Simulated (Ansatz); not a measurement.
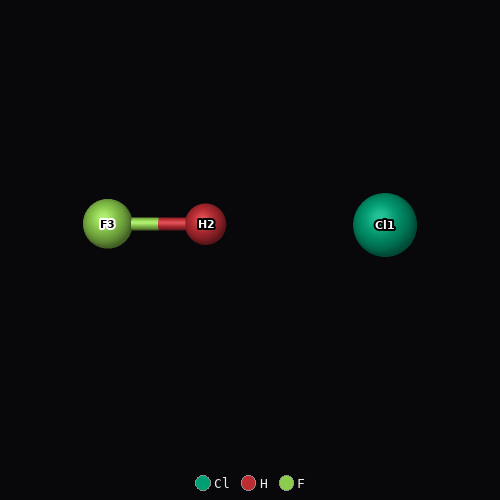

The system is Cl⁻ + HF; the picture shows the reference structure. The first coordinate is: distance Cl1–H2; the second: distance H2–F3. Nothing is relaxed (the angle Cl1–H2–F3 is fixed at 180 degrees). Grid: 17 × 17 points. Points are written as (first, second). Energies are in kJ/mol, from the lowest grid point. The reference is spin-restricted, so regions where a bond is pulled apart into radicals lie too high. The calculation used RKS PBE0-D4/aug-cc-pVTZ (Ansatz).

Its coordinates:

```xyz
3

Cl   -1.8210    0.0000    0.0000
H     0.0000    0.0000    0.0000
F     0.9920    0.0000    0.0000
```

Range: distance Cl1–H2 from 1.064 to 2.664 Å; distance H2–F3 from 0.728 to 2.328 Å.

> Predict the map.

The lowest grid point is at (1.821 Å, 0.992 Å). It is the only kind of minimum in the scanned range. The highest grid point, (1.064 Å, 0.728 Å), lies 1127 kJ/mol above the lowest.

| distance H2–F3 ↓, distance Cl1–H2 → | 1.108 | 1.246 | 1.417 | 1.610 | 1.821 | 2.047 | 2.285 | 2.535 |
| --- | --- | --- | --- | --- | --- | --- | --- | --- |
| 2.328 | 266 | 193 | 199 | 255 | 328 | 400 | 462 | 514 |
| 2.073 | 251 | 174 | 174 | 223 | 290 | 357 | 416 | 464 |
| 1.829 | 237 | 152 | 143 | 183 | 241 | 301 | 354 | 399 |
| 1.596 | 227 | 130 | 107 | 133 | 179 | 230 | 276 | 315 |
| 1.378 | 234 | 117 | 72 | 78 | 108 | 145 | 182 | 213 |
| 1.175 | 280 | 128 | 50 | 28 | 37 | 59 | 84 | 107 |
| 0.992 | 402 | 198 | 73 | 16 | 0 | 4 | 17 | 32 |
| 0.835 | 648 | 378 | 198 | 102 | 61 | 49 | 52 | 60 |
| 0.728 | 981 | 655 | 429 | 302 | 242 | 220 | 217 | 221 |

The table holds every second grid line.

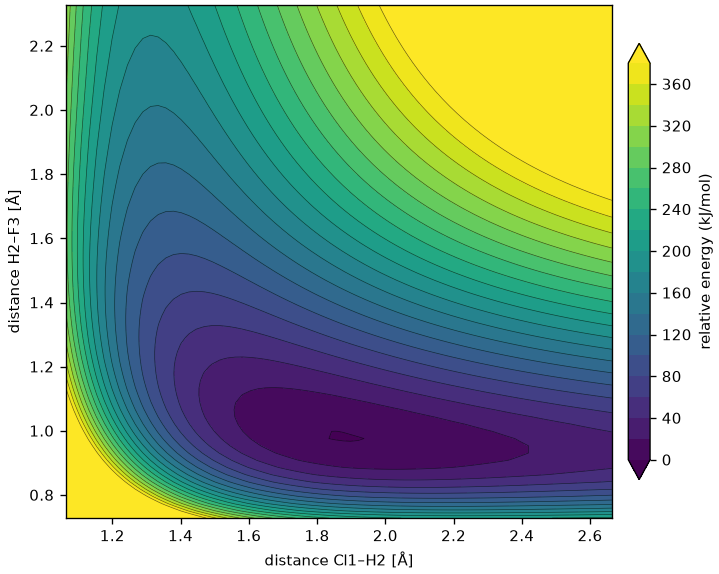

The picture shows filled contours, one colour for all values above the top of the scale. Between grid points the surface is interpolated.

The whole map (289 points run) took 7.3 min on 1 thread of Arm Neoverse V2 (shared host).
